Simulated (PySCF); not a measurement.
C₇H₁₀N (doublet)

```xyz
18

C     2.8328    0.2042   -0.4915
N     1.5948    0.3729   -0.5505
C     0.7333   -0.1363    0.4922
C     0.0062   -1.3286   -0.0158
C    -1.4669   -1.1932    0.0369
C    -1.7009    0.2203    0.5291
C    -1.1836    1.3123   -0.3546
C    -0.3701    0.8564    0.8192
H     3.4394    0.5631   -1.3103
H     3.3578   -0.2864    0.3369
H     1.3284   -0.3837    1.3969
H     0.5119   -2.1522   -0.4833
H    -1.9312   -1.3734   -0.9412
H    -1.9078   -1.9279    0.7253
H    -2.5634    0.4059    1.1524
H    -0.8220    1.0486   -1.3357
H    -1.6526    2.2827   -0.2977
H    -0.2148    1.5215    1.6554
```

Geometry: GFN2-xTB.

The calculation used UKS B3LYP, pcH-1 on C H N, non-relativistic, mean-field spin-orbit, GIAO in PySCF 2.14.0, density-fitted response routines.

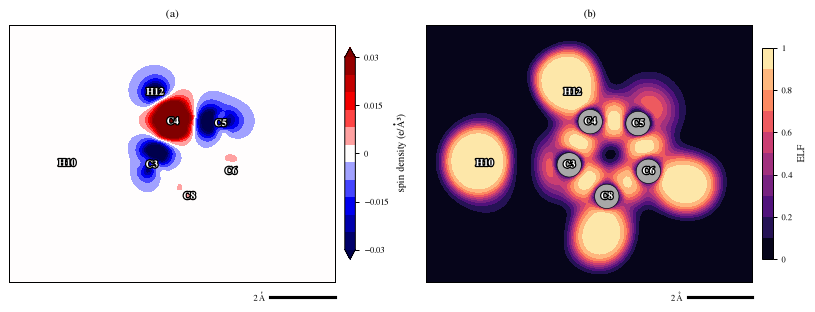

Figure 1. (a) spin density; (b) electron localisation function on the plane of atoms C3, C4 and C5. Grey discs cover the atomic cores in the ELF map.

Describe what can be read from this map.

Atoms in the plane: C and H.
C–C (1.48 Å): the ELF peaks at about 0.95 between the atoms; localised, covalent bonding.
C–H (1.07 Å): the ELF climbs to about 1 towards the hydrogen, as it does in any bond to H: an ordinary covalent bond to hydrogen.
The unpaired spin (1 electron) lies mostly on C4 (about 0.7), in electrons by Hirshfeld's partition.

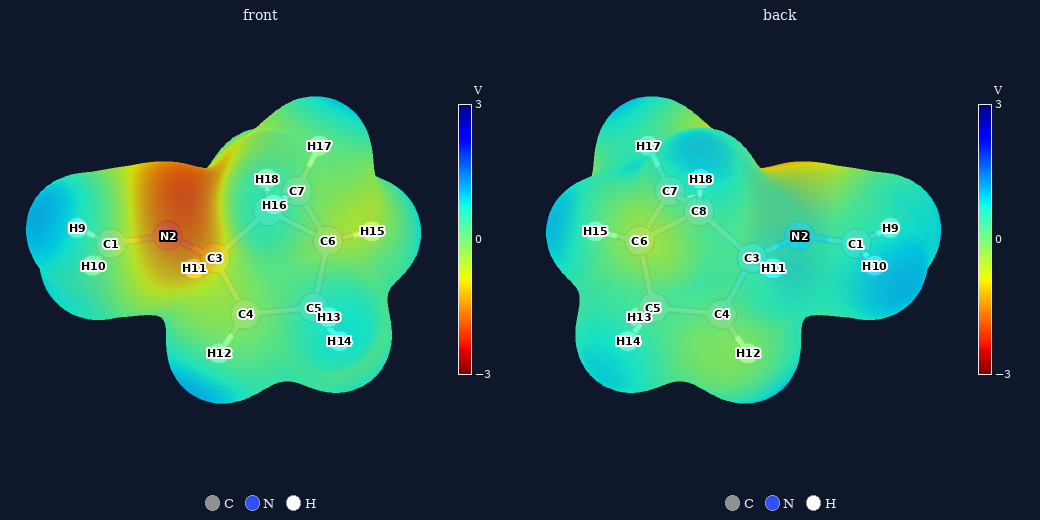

Figure 2. The electrostatic potential painted on the density surface at 0.004 e/bohr³, seen from the front and from behind; red is negative and blue positive.

Which sites attract a positive test charge, and which a negative one?

A positive charge is drawn to the negative regions and a negative charge to the positive ones. The most negative region (about −2.0 V) lies over N2, the most positive (about +1.1 V) over H9, H10 and H12. N2 is the likeliest acceptor of a hydrogen bond.
